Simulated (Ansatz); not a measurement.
Formation energy of the localised charge states of Mn on the Si site in metastable 2H silicon carbide (start: the Si site; 96-site cell, 2×2×2 shifted sampling) against the Fermi level, C-rich (Δμ(Si) = -0.40 eV, Δμ(Mn) = -0.16 eV, bounded by Mn23C6 (Fm-3m); only phases computed here count, gases as isolated molecules at 0 K). The numbers are results of PBE, PAW (plane waves to 420 eV; Ansatz, a quantum-chemistry and plane-wave program), not measurements.

Charges from +1 to −2 were run; one beyond them could lie lower near a band edge.

Cell and caveats: 96-site cell; 2×2×2 shifted k-points; host gap 2.31 eV; charged states image-corrected; no Hubbard U; finite-size errors of tenths of an eV; flagged in the runs: a host whose relaxation on this sampling wasn't shown to rest, host ions not shown at rest.

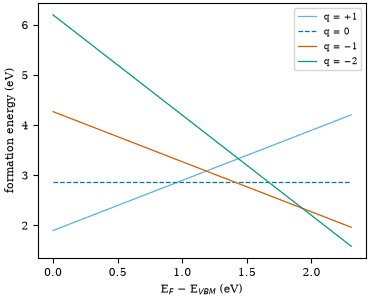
Figure. Formation energy of each charge state against the Fermi level

Crossings of the lowest lines: (+1/0) at 0.96 eV; (0/−1) at 1.41 eV; (−1/−2) at 1.93 eV. At the valence-band maximum: q = +1: 1.90 eV; q = 0: 2.86 eV; q = −1: 4.27 eV; q = −2: 6.20 eV.
